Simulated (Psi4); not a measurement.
# triplet CCl3F: levels of theory compared

Wanted: a comparison of 3 runs (UHF/STO-3G, U-wB97X-V/6-31G*, UB3LYP/6-31G*) of triplet CCl3F. 

The results are computed with Psi4 1.11.

### Step 1. The structure to begin with

The species is CCl3F (5 atoms), meant as a triplet with charge 0. As SMILES of the parent species, `FC(Cl)(Cl)Cl`. The coordinates come from a PBE0-D4/def2-TZVP relaxation. That shape belongs to the parent species and isn't relaxed for this state.

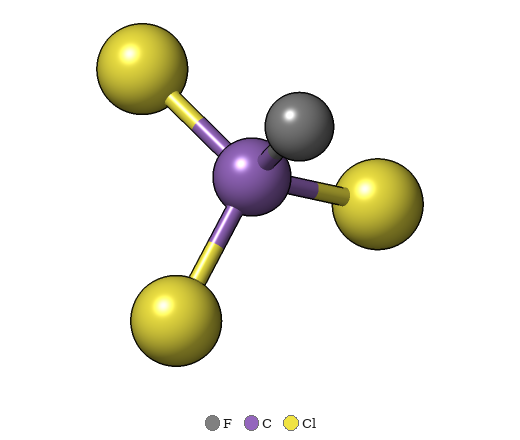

Viewed from a chosen angle; fluorine grey, carbon purple, chlorine yellow.

### Step 2. Energy and gradient at UHF/STO-3G (run 1)

The input, ccl3f.xyz:

```xyz
5
CCl3F
F      0.911880    -0.820730     0.677360
C      0.044670    -0.040210     0.033190
Cl    -1.384510     0.157610     1.040990
Cl    -0.379970    -0.814480    -1.489160
Cl     0.807920     1.517810    -0.262390
```

The input, job.py:

```python
import psi4

psi4.set_memory(2200000000)
psi4.set_num_threads(1)
psi4.core.set_output_file('ccl3f.out', False)

with open('ccl3f.xyz') as f:
    atoms = ''.join(f.readlines()[2:])
molecule = psi4.geometry('0 3\n' + atoms + 'symmetry c1\nno_reorient\nno_com')

psi4.set_options({
    'basis': 'STO-3G',
    'reference': 'uhf',
    'puream': True,
    'e_convergence': 1e-09,
    'd_convergence': 1e-08,
    'scf_type': 'pk',
    'maxiter': 100,
})

result, w = psi4.gradient('scf', return_wfn=True)
print('gradient / Eh bohr^-1')
print(result.np.round(6))
print(f'energy = {w.energy():.10f} Eh')
```

Command:

```sh
$ python job.py
```

ccl3f.out:

```text
[...]
  Running in c1 symmetry.
[...]
  Nuclear repulsion =  368.460948749158433
[...]
  Multiplicity = 3
[...]
  Nalpha       = 34
  Nbeta        = 32
[...]
    Number of basis functions: 37
[...]
   @UHF iter   1: -1498.69195668610860   -8.60471e-01   1.06548e-02 DIIS/ADIIS
[...]
   @UHF iter  14: -1498.81622446158940   -1.13687e-12   6.61641e-09 DIIS
[...]
   @S^2 Observed:                2.010444378E+00
[...]
  @UHF Final Energy: -1498.81622446158940
   => Energetics <=
    Nuclear Repulsion Energy =            368.4609487491584332
    One-Electron Energy =               -2810.8431726220587734
    Two-Electron Energy =                 943.5659994113109406
    Total Energy =                      -1498.8162244615893997
  UHF NO Occupations:
  HONO-2 :   32  A 1.9979589
  HONO-1 :   33  A 1.0000000
[...]
 Multipole Moments:
 ------------------------------------------------------------------------------------
     Multipole            Electronic (a.u.)      Nuclear  (a.u.)        Total (a.u.)
 ------------------------------------------------------------------------------------
 L = 1.  Multiply by 2.5417464519 to convert [e a0] to [Debye]
 Dipole X            :         14.9732620          -14.7145037            0.2587584
 Dipole Y            :        -13.4763319           13.2434841           -0.2328477
 Dipole Z            :         11.1226586          -10.9304405            0.1922181
 Magnitude           :                                                    0.3976453
[...]
  -Total Gradient:
     Atom            X                  Y                   Z
    ------   -----------------  -----------------  -----------------
       1       -0.012193976481     0.010976335071    -0.009060625993
       2       -0.064154585689     0.057742267422    -0.047647677474
       3        0.126943167841    -0.010584563793    -0.102799258066
       4        0.031268473152     0.081994372119     0.138170524062
       5       -0.081863078831    -0.140128410835     0.021337037487
[...]
```

Standard output:

```text
gradient / Eh bohr^-1
[[-0.012194  0.010976 -0.009061]
 [-0.064155  0.057742 -0.047648]
 [ 0.126943 -0.010585 -0.102799]
 [ 0.031268  0.081994  0.138171]
 [-0.081863 -0.140128  0.021337]]
energy = -1498.8162244616 Eh
```

Wall time 5.1 s (1 thread of Intel Xeon at 2.50GHz (Skylake/Cascade Lake), shared host); peak memory 0.18 GiB.

### Step 3. A single-point energy at U-wB97X-V/6-31G(d) (spherical functions) (run 2)

ccl3f.xyz is that of step 2.

The input, calc.py:

```python
import psi4

psi4.set_memory('2200 MB')
psi4.set_num_threads(1)
psi4.set_output_file('ccl3f.out', False)

with open('ccl3f.xyz') as f:
    atoms = ''.join(f.readlines()[2:])
m = psi4.geometry('0 3\n' + atoms + 'symmetry c1\nno_reorient\nno_com')

options = {'reference': 'uks', 'puream': True, 'e_convergence': 1e-09, 'd_convergence': 1e-08, 'scf_type': 'pk', 'dft_radial_points': 99, 'dft_spherical_points': 590, 'maxiter': 100}
psi4.set_options(options)

e_tot, wfn = psi4.energy('wb97x-v/6-31G*', molecule=m, return_wfn=True)
print('E =', round(e_tot, 9))
```

Command:

```sh
$ python calc.py
```

ccl3f.out:

```text
[...]
  Running in c1 symmetry.
[...]
  Nuclear repulsion =  368.460948749158433
[...]
  Multiplicity = 3
[...]
  Nalpha       = 34
  Nbeta        = 32
[...]
    Number of basis functions: 82
[...]
   @UKS iter   1: -1517.91601140942748    2.87214e-01   4.11362e-03 ADIIS/DIIS
[...]
   @UKS iter  12: -1517.96627624006965   -7.95808e-12   8.12954e-09 DIIS
[...]
   @S^2 Observed:                2.008008514E+00
[...]
    Orbital Energies [Eh]
    ---------------------
    Alpha Occupied:
       1A   -101.567372     2A   -101.567369     3A   -101.567344
       4A    -24.827247     5A    -10.481871     6A     -9.609790
       7A     -9.609788     8A     -9.609726     9A     -7.363513
      10A     -7.363490    11A     -7.363487    12A     -7.362872
      13A     -7.362869    14A     -7.362866    15A     -7.353769
      16A     -7.353766    17A     -7.353759    18A     -1.412919
      19A     -1.094015    20A     -1.008834    21A     -1.008833
      22A     -0.795450    23A     -0.678867    24A     -0.665625
      25A     -0.665624    26A     -0.546575    27A     -0.546575
      28A     -0.494473    29A     -0.492930    30A     -0.492928
      31A     -0.457842    32A     -0.453190    33A     -0.453188
      34A     -0.189187
[...]
  @UKS Final Energy: -1517.96627624006965
   => Energetics <=
    Nuclear Repulsion Energy =            368.4609487491584332
    One-Electron Energy =               -2829.4742640053741525
    Two-Electron Energy =                1018.2888984776378720
    DFT Exchange-Correlation Energy =     -75.5105008996583393
    Empirical Dispersion Energy =           0.0000000000000000
    VV10 Nonlocal Energy =                  0.2686414381666305
    Total Energy =                      -1517.9662762400696465
[...]
 Multipole Moments:
 ------------------------------------------------------------------------------------
     Multipole            Electronic (a.u.)      Nuclear  (a.u.)        Total (a.u.)
 ------------------------------------------------------------------------------------
 L = 1.  Multiply by 2.5417464519 to convert [e a0] to [Debye]
 Dipole X            :         14.6999604          -14.7145037           -0.0145432
 Dipole Y            :        -13.2303488           13.2434841            0.0131353
 Dipole Z            :         10.9196243          -10.9304405           -0.0108162
 Magnitude           :                                                    0.0223838
[...]
```

Standard output:

```text
E = -1517.96627624
```

Wall time 1.9 min (1 thread of Intel Xeon at 2.50GHz (Skylake/Cascade Lake), shared host); peak memory 0.86 GiB.

### Step 4. The energy at UB3LYP/6-31G(d) (spherical functions) (run 3)

The input, ccl3f.inp:

```
memory 2200 mb

molecule m {
  0 3
  F      0.911880    -0.820730     0.677360
  C      0.044670    -0.040210     0.033190
  Cl    -1.384510     0.157610     1.040990
  Cl    -0.379970    -0.814480    -1.489160
  Cl     0.807920     1.517810    -0.262390
  symmetry c1
}

set basis 6-31G*
set reference uks
set puream true
set e_convergence 1e-09
set d_convergence 1e-08
set scf_type pk
set dft_radial_points 99
set dft_spherical_points 590
set maxiter 100

energy('b3lyp')
print_variables()
```

Command:

```sh
$ psi4 ccl3f.inp ccl3f.out -n 1
```

ccl3f.out:

```text
[...]
  Running in c1 symmetry.
[...]
  Nuclear repulsion =  368.460948749158433
[...]
  Multiplicity = 3
[...]
  Nalpha       = 34
  Nbeta        = 32
[...]
    Number of basis functions: 82
[...]
   @UKS iter   1: -1518.24531868593817    3.28804e-01   3.40400e-03 ADIIS/DIIS
[...]
   @UKS iter  12: -1518.27808386294191   -7.04858e-12   6.68451e-09 DIIS
[...]
   @S^2 Observed:                2.004160526E+00
[...]
    Orbital Energies [Eh]
    ---------------------
    Alpha Occupied:
       1A   -101.578805     2A   -101.578803     3A   -101.578776
       4A    -24.747017     5A    -10.377594     6A     -9.510587
       7A     -9.510586     8A     -9.510514     9A     -7.271347
      10A     -7.271324    11A     -7.271323    12A     -7.270758
      13A     -7.270755    14A     -7.270753    15A     -7.261850
      16A     -7.261849    17A     -7.261837    18A     -1.282050
      19A     -0.960637    20A     -0.879699    21A     -0.879698
      22A     -0.672003    23A     -0.563984    24A     -0.549069
      25A     -0.549068    26A     -0.436281    27A     -0.436280
      28A     -0.388911    29A     -0.388909    30A     -0.386382
      31A     -0.354916    32A     -0.348298    33A     -0.348297
      34A     -0.111823
[...]
  @UKS Final Energy: -1518.27808386294191
   => Energetics <=
    Nuclear Repulsion Energy =            368.4609487491584332
    One-Electron Energy =               -2829.8919305193894616
    Two-Electron Energy =                1024.3057849141659972
    DFT Exchange-Correlation Energy =     -81.1528870068768384
    Empirical Dispersion Energy =           0.0000000000000000
    VV10 Nonlocal Energy =                  0.0000000000000000
    Total Energy =                      -1518.2780838629419122
[...]
 Multipole Moments:
 ------------------------------------------------------------------------------------
     Multipole            Electronic (a.u.)      Nuclear  (a.u.)        Total (a.u.)
 ------------------------------------------------------------------------------------
 L = 1.  Multiply by 2.5417464519 to convert [e a0] to [Debye]
 Dipole X            :          0.3852332           -0.4077951           -0.0225619
 Dipole Y            :         -0.3467216            0.3670308            0.0203092
 Dipole Z            :          0.2861391           -0.3029148           -0.0167757
 Magnitude           :                                                    0.0346832
[...]
```

Run time: 29 s. Hardware: 1 thread of Intel Xeon at 2.50GHz (Skylake/Cascade Lake), shared host; peak memory 0.81 GiB.

### Step 5. All runs side by side

| run | level | task | integration grid | energy (Eh) | dipole moment (D) | HOMO energy (eV) | ⟨S²⟩ | wall time |
| --- | --- | --- | --- | --- | --- | --- | --- | --- |
| 1 | UHF/STO-3G | gradient | – | -1498.816224 | 1.01 | -3.51 | 2.010 | 5.1 s |
| 2 | U-wB97X-V/6-31G* (spherical functions) | energy | 99 radial × 590 angular | -1517.966276 | 0.06 | -5.15 | 2.008 | 1.9 min |
| 3 | UB3LYP/6-31G* (spherical functions) | energy | 99 radial × 590 angular | -1518.278084 | 0.09 | -3.04 | 2.004 | 29 s |

### Step 6. Results

```
                                 quantity           value
                      run 3: total energy  -1518.27808 Eh
                     run 3: dipole moment          0.09 D
run 3: HOMO energy (highest over α and β)        -3.04 eV
                              run 3: ⟨S²⟩           2.004
```

What this shows: The dipole moment (its size) runs from 0.06 D (U-wB97X-V/6-31G*) to 1.01 D (UHF/STO-3G). The two ends differ in method and basis. The two dipoles point in opposite directions. Totals of different functionals can't be ranked against each other. In run 1 the basis is minimal, so the values are rough. All runs together took 2.5 min, the longest 1.9 min.
